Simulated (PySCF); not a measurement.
As2Sb2

```xyz
4

As   -0.9814   -1.0736   -0.5270
As   -0.8245    1.2249    0.3217
Sb    1.1293    0.3448   -1.2228
Sb    0.7599   -0.5866    1.3976
```

Geometry: PBE0-D3(BJ)/def2-SVP; core potentials replace the inner electrons of Sb.

Theory: wB97X-D/def2-SVPD, SCF density, gas phase, scalar-relativistic core potentials on the heavy atoms (PySCF).

**What can the converged electron density and electron localisation function tell about the bonding?**

As–As (2.46 Å): ρ at the midpoint is about 0.54 e/Å³; the ELF peaks at about 0.70 between the atoms.
Sb–As (2.64 Å): ρ is about 0.44 e/Å³ halfway; the ELF peaks at about 0.65 in the valence shell of As, 1.2 Å from its nucleus, and drops to about 0.20 between the two atoms.

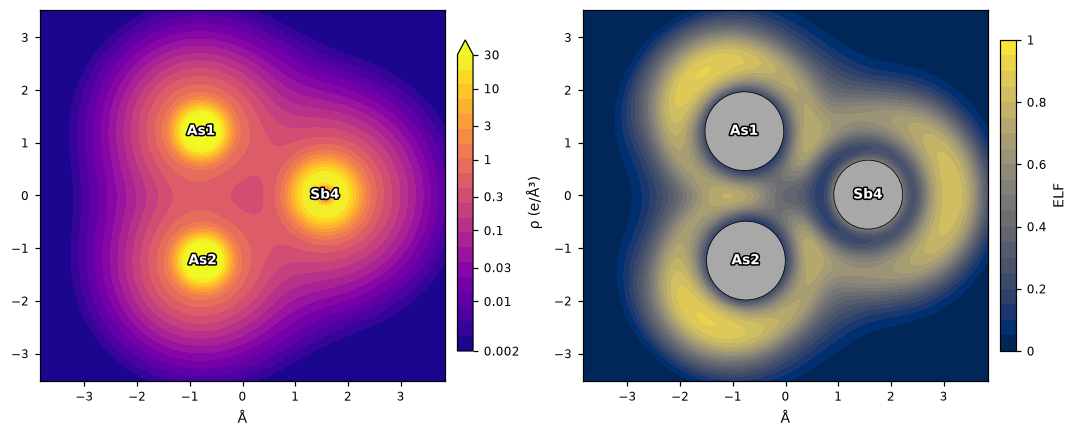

Computed electron density and electron localisation function on the plane of atoms As1, Sb4 and As2, in this order. Grey discs cover the atomic cores in the ELF map. 
